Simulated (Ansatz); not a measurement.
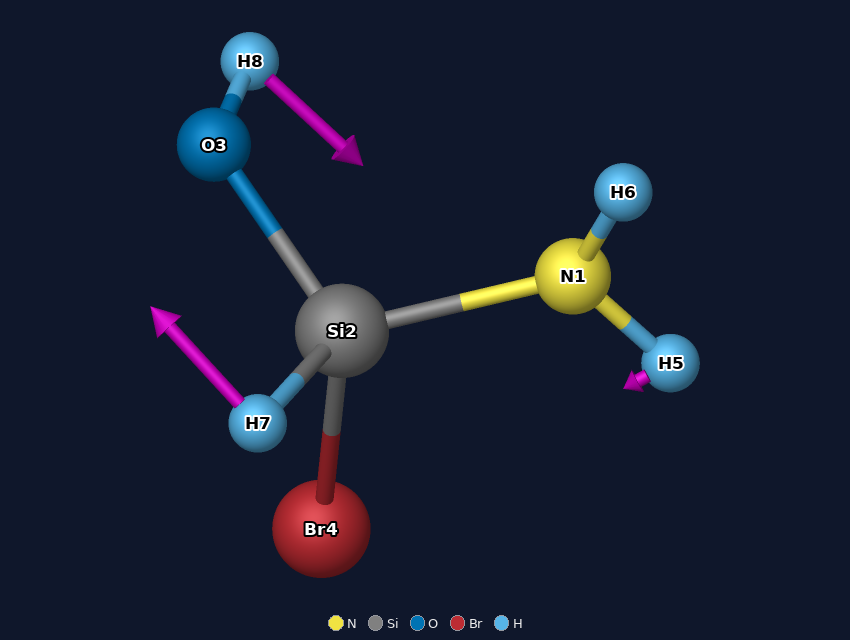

The arrows show one normal mode. Harmonic vibrations computed with RKS PBE0-D4/def2-TZVP (Ansatz 0.2.0) at a stationary point of the same level.

Q: What kind of motion is it?

A: Mostly angle bending.

Q: Estimate its harmonic wavenumber.

A: 915 cm⁻¹; it is mode 12 of 18 counted from the lowest.
